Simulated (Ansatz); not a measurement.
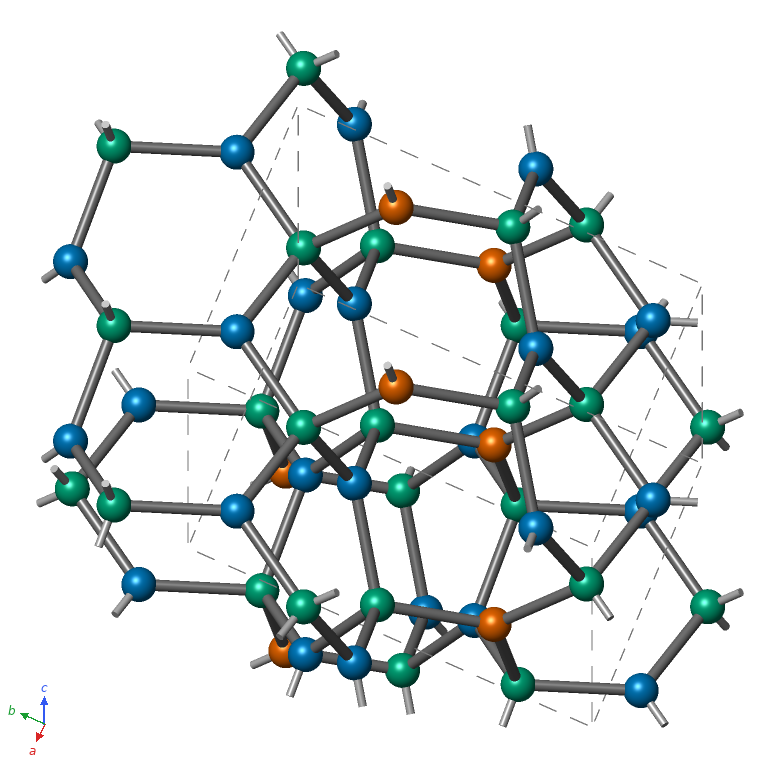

A cut-out of a periodic net derived from a crystal structure. Nodes are coloured by topological kind. Edges to nodes outside the piece are drawn as stubs.

Question: Classify the net: periodicity, connectivity, name.

Answer: A trinodal (3,3,4)-connected, three-periodic net.

Question: Give point symbol and coordination sequence of each kind of node.

Answer: 3-connected node: 6^3, sequence 3, 9, 15, 35, 43, 78; 3-connected node: 8^3, sequence 3, 9, 18, 35, 42, 86; 4-connected node: 6^3.8^3, sequence 4, 8, 21, 28, 57, 62.

The net was derived as follows. Si₃N₄ (space group P6_3/m, No. 176). Coordinates: coordinates from a relaxation with Ansatz, DFT, PAW plane waves, r2scan. Bonds are taken as N–Si below 2 Å. The graph is simplified in the usual way: terminal and isolated atoms are pruned, two-connected atoms become edges. N(6h) is a 3-connected node; N(2c) is a 3-connected node; Si is a 4-connected node, in the ratio 3:1:3.
